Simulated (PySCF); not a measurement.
C6H11OSi (SMILES C=C(O[SiH3])[C]1CCC1) (doublet)

Input file:

```
{"job": {"kind": "epr", "basis": "pcH-1"}, "charge": 0, "multiplicity": 2}
C      1.125104     1.706092     0.747443
C      0.681871     0.540952     0.179502
O      1.543491    -0.426422    -0.241446
Si     3.153059    -0.601237    -0.210929
C     -0.660379     0.254954    -0.013040
C     -1.378311    -0.933776    -0.560019
C     -2.709134    -0.219613    -0.254590
C     -1.924654     0.996069     0.276912
H      0.422335     2.450260     1.067117
H      2.171888     1.892554     0.888203
H      3.258454    -1.864704    -0.924344
H      3.835796     0.497172    -0.900976
H      3.652090    -0.671531     1.165363
H     -1.206486    -1.861840    -0.010853
H     -1.188165    -1.135237    -1.616035
H     -3.323487    -0.014465    -1.127872
H     -3.317428    -0.716519     0.497486
H     -2.090911     1.232379     1.329656
H     -2.054935     1.914490    -0.299040
```

Launched as:

```sh
OMP_NUM_THREADS=1 python probes_run.py task.json out
```

Geometry: GFN2-xTB.

Method: UKS B3LYP, pcH-1 on C H O Si, non-relativistic, mean-field spin-orbit, GIAO (PySCF).

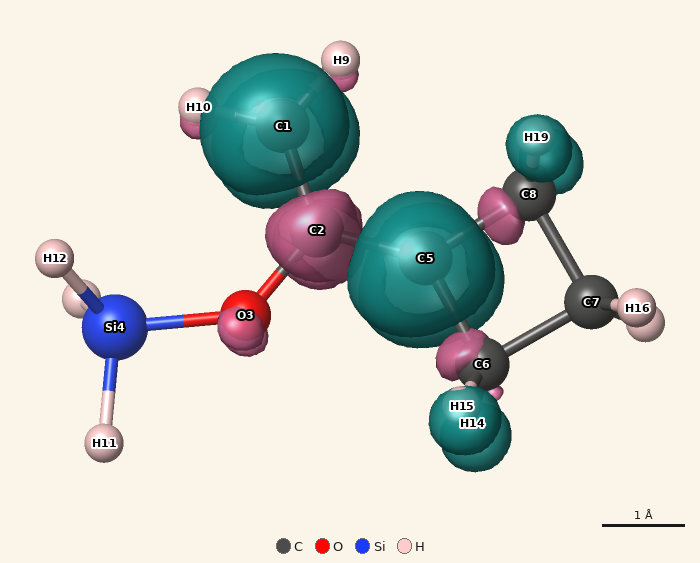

Figure 1. Isosurfaces of the spin density (α minus β) at +0.02 (teal) and −0.02 e/Å³ (pink), seen at a tilt.

Which atoms carry the spin?

Answer. The unpaired spin (1 electron) lies mostly on C5 (about 0.4) and C1 (about 0.4), in electrons by Hirshfeld's partition.

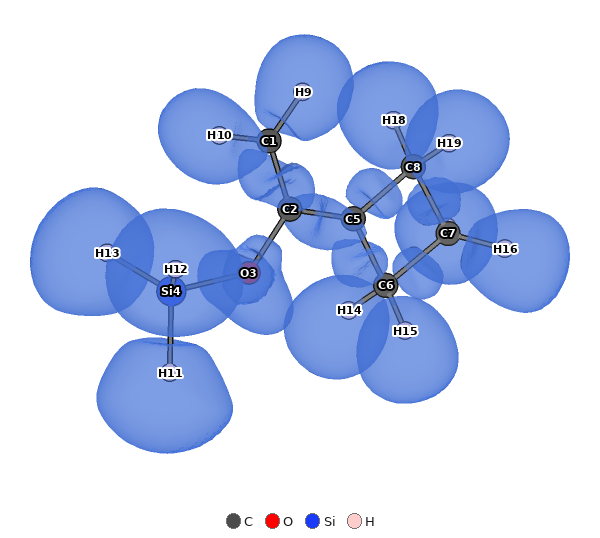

Figure 2. Isosurface of the electron localisation function at 0.75 (blue), seen at a tilt. Only the valence region is drawn (cores and ρ < 0.01 e/Å³ removed).

Where are the electrons localised?

Answer. The ELF exceeds this value in six regions between bonded C–C atoms (shared pairs), eleven regions around hydrogen nuclei and one region on O in which the atom's valence shell and bonds are merged. Profiles from the grid: C–O (1.36 Å): the ELF peaks at about 0.90 between the atoms; a shared but strongly polarised pair. C–C (1.37 Å): the ELF peaks at about 0.95 between the atoms; a covalent bond.

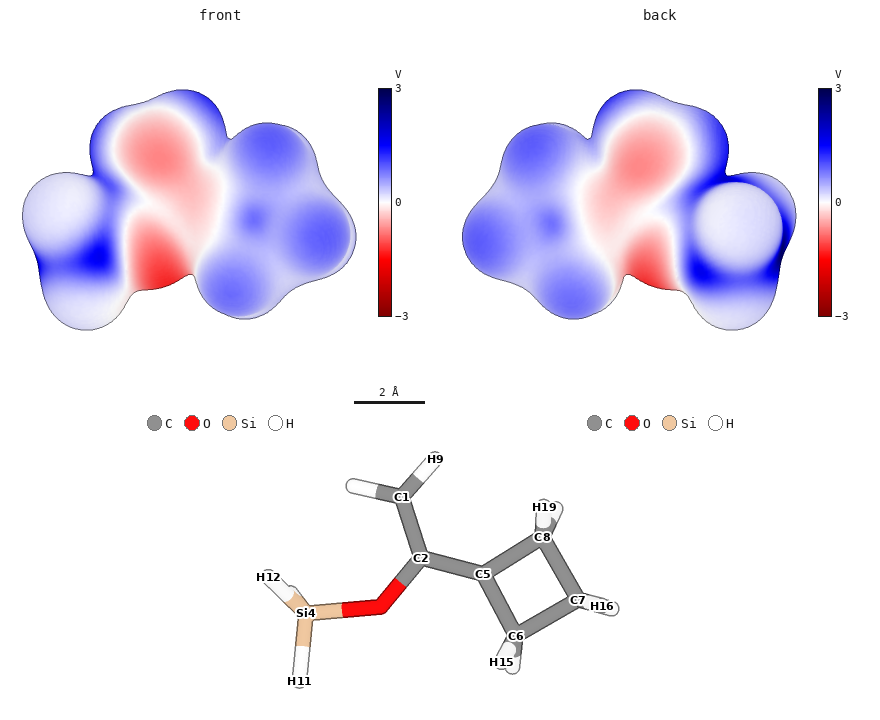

Figure 3. The molecular electrostatic potential painted on the density surface at 0.004 e/bohr³, seen from the front and from behind; the colour scale runs from red (negative) to blue (positive). The bare structure is drawn below in the same view.

Which sites attract a positive test charge, and which a negative one?

Answer. A positive charge is drawn to the negative regions and a negative charge to the positive ones. The most negative region (about −1.2 V) lies over O3, the most positive (about +2.4 V) over Si4. O3 is the likeliest acceptor of a hydrogen bond.

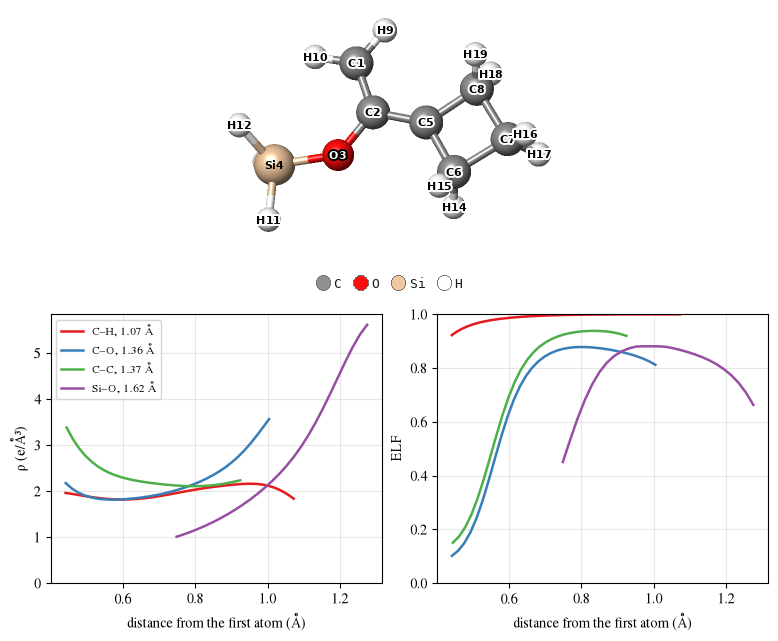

Figure 4. Electron density and electron localisation function along straight lines between neighbouring atoms. The curves leave out the atomic cores. The structure is drawn too.

What can be read from the curves?

Answer. C–H (1.07 Å): the density is about 1.8 e/Å³ at the midpoint; the ELF is about 1 at the midpoint: a covalent bond by its length.
C–O (1.36 Å): the density is about 1.9 e/Å³ at the midpoint; the ELF peaks at about 0.90 between the atoms; a polar covalent bond.
C–C (1.37 Å): the density is about 2.2 e/Å³ at the midpoint; the ELF peaks at about 0.95 between the atoms; a covalent bond.
Si–O (1.62 Å): the density is about 1.2 e/Å³ at the midpoint; the ELF peaks at about 0.90 between the atoms, as expected for a polar covalent bond.
